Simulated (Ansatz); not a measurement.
# MoHCl₄F₃: frequency calculation

- system: MoHCl₄F₃
- method: RHF/def2-SVP (Ansatz 0.2.0)

It belongs to a series of runs on one base structure; here: vibrations at the highest image of the band. Figures and captions count atoms from 1; the log counts them from 0 in places.

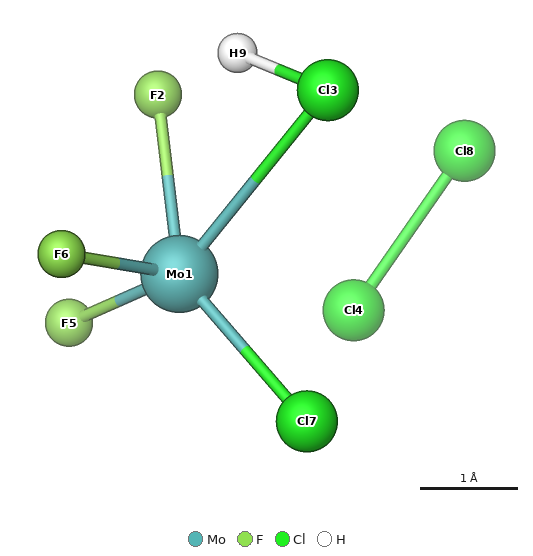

Fig. 1: The structure (ball-and-stick view, seen at a tilt; atoms are numbered from 1 in the order of the input). Sticks mark near contacts. Bond lengths as drawn: Cl–Cl 2.02 Å, Cl–H 1.46 Å, Cl–Mo 2.27 to 2.66 Å and F–Mo 1.81 to 2.05 Å.

Input
```yaml
crystal:
  periodic: [false, false, false]
  atoms:
    - { symbol: Mo, position_ang: [-0.192255, -0.252046, -0.180124] }
    - { symbol: F, position_ang: [0.155164, -0.047242, 1.829984] }
    - { symbol: Cl, position_ang: [2.358888, -0.393006, 0.562185] }
    - { symbol: Cl, position_ang: [-0.228007, 2.773261, -0.04127] }
    - { symbol: F, position_ang: [-1.901077, 0.118164, 0.271801] }
    - { symbol: F, position_ang: [-0.311221, -2.101505, -0.21293] }
    - { symbol: Cl, position_ang: [0.516394, 0.021621, -2.317726] }
    - { symbol: Cl, position_ang: [1.349802, 3.33012, 1.09107] }
    - { symbol: H, position_ang: [1.361209, -0.233166, 1.611009] }
basis:
  gaussian: { orbitals: def2-SVP }
hamiltonian:
  xc: hf
phonons: {}
```

Machine: 4 threads of Arm Neoverse V1, 24 GiB of memory available, shared host.

Run as:
```bash
ansatz run input.yaml --threads 4 --pin off --max-ram 5120MiB --backend cpu --events-out ev --progress --plain --runs-dir out
```

Log
```
Engine: ansatz 0.2.0, aarch64-unknown-linux-gnu
Functional definition: HF
  exchange = exact_x
  correlation = 0
1521 factors; integrals over basis functions are off by at most 4.8e-4 eV
mean field evaluation 1: about -59944.8942 eV, gradient 7.4e1 eV
mean field evaluation 2: about -59945.2209 eV, gradient 7.5e1 eV
mean field evaluation 4: about -59955.9855 eV, gradient 4.0e1 eV
mean field evaluation 8: about -59963.5367 eV, gradient 6.9e-1 eV
mean field evaluation 16: about -59963.5889 eV, gradient 4.4e-2 eV
mean field evaluation 32: about -59963.1321 eV, gradient 1.2e0 eV
mean field evaluation 64: about -59962.3289 eV, gradient 5.2e0 eV
mean field evaluation 96: about -59962.3376 eV, gradient 2.7e-1 eV
mean field evaluation 128: about -59951.8837 eV, gradient 1.6e1 eV
mean field evaluation 160: about -59962.3723 eV, gradient 1.4e-1 eV
mean field evaluation 192: about -59962.4664 eV, gradient 1.1e-1 eV
mean field evaluation 224: about -59963.4285 eV, gradient 2.2e0 eV
mean field -59963.58892897 eV, -2203.6212483592 hartree, gradient 1.7e-5 eV, S^2 0.000000; 0 other end points of the search recorded, 0 dependent functions left out
the calculation of the forces begins
reference -59963.58892897 eV, -2203.6212483592 hartree; 55, 55 occupied and 95, 95 virtual orbitals, 1521 factors
these checks for a lower state are left out or cut short: stability, starts, cluster_reference, orbital_swaps, neighbouring_geometries, increment
1521 factors; integrals over basis functions are off by at most 4.8e-4 eV
mean field evaluation 256: about -59963.5888 eV, gradient 2.8e-6 eV
mean field -59963.58881730 eV, -2203.6212442554 hartree, gradient 4.7e-6 eV, S^2 0.000000; 0 other end points of the search recorded, 0 dependent functions left out
[... from here on the field's lines of each further geometry are left out, up to the last ...]
the calculation of the forces begins
reference -59963.58893389 eV, -2203.6212485399 hartree; 55, 55 occupied and 95, 95 virtual orbitals, 1521 factors
these checks for a lower state are left out or cut short: stability, starts, cluster_reference, orbital_swaps, neighbouring_geometries, increment
1521 factors; integrals over basis functions are off by at most 4.8e-4 eV
mean field -59963.58887706 eV, -2203.6212464514 hartree, gradient 4.6e-6 eV, S^2 0.000000; 0 other end points of the search recorded, 0 dependent functions left out
the calculation of the forces begins
reference -59963.58887706 eV, -2203.6212464514 hartree; 55, 55 occupied and 95, 95 virtual orbitals, 1521 factors
WARN: phonons: modes at or below zero, which the zero-point energy, F, S and C_V leave out: 2, the lowest at -1213.74 cm⁻¹. A minimum has none, and a first-order saddle one
Total energy: -59963.58892897 eV, -2203.6212483592 hartree
Atom 0 at    -0.192255    -0.252046    -0.180124 Å, force    -0.000280     0.017013     0.006275 eV/Å
Atom 1 at     0.155164    -0.047242     1.829984 Å, force     0.002662    -0.009449    -0.007339 eV/Å
Atom 2 at     2.358888    -0.393006     0.562185 Å, force     0.011102    -0.000366    -0.009725 eV/Å
Atom 3 at    -0.228007     2.773261    -0.041270 Å, force     0.003276    -0.009566    -0.000553 eV/Å
Atom 4 at    -1.901077     0.118164     0.271801 Å, force    -0.003357    -0.015890    -0.000172 eV/Å
Atom 5 at    -0.311221    -2.101505    -0.212930 Å, force    -0.012898     0.008316     0.011264 eV/Å
Atom 6 at     0.516394     0.021621    -2.317726 Å, force     0.006553    -0.000895    -0.016095 eV/Å
Atom 7 at     1.349802     3.330120     1.091070 Å, force     0.001481     0.004360     0.004996 eV/Å
Atom 8 at     1.361209    -0.233166     1.611009 Å, force    -0.008538     0.006477     0.011349 eV/Å
Dipole moment:     0.202207     0.862954     0.018786 e Å
Vibrations: -1213.74 -20.96 56.39 70.63 73.79 85.03 109.40 123.17 150.10 168.89 191.92 220.44 238.15 403.96 517.53 556.63 567.07 709.10 741.91 907.75 1519.73 cm⁻¹, zero-point energy 0.459459 eV
```

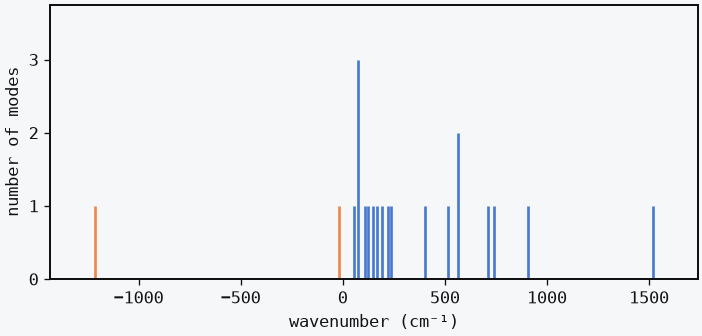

Fig. 2: Harmonic vibrational wavenumbers from the force constants; neighbouring modes closer than 12 cm⁻¹ are counted in one stick, and imaginary ones are drawn at negative wavenumbers. 21 modes from 1214i to 1520 cm⁻¹, 2 imaginary beyond 8i (1214i, 21i cm⁻¹): not a minimum.

Summary

- outcome: converged
- total energy: −59963.5889 eV
- mean-field energy: −59963.5889 eV
- largest force (length of the vector): 0.019 eV/Å
- wall time: 2.1 min (CPU time 8 min)
- peak memory: 0.58 GiB

Notes

The run takes a singlet; with an open-shell metal another spin state may lie lower.
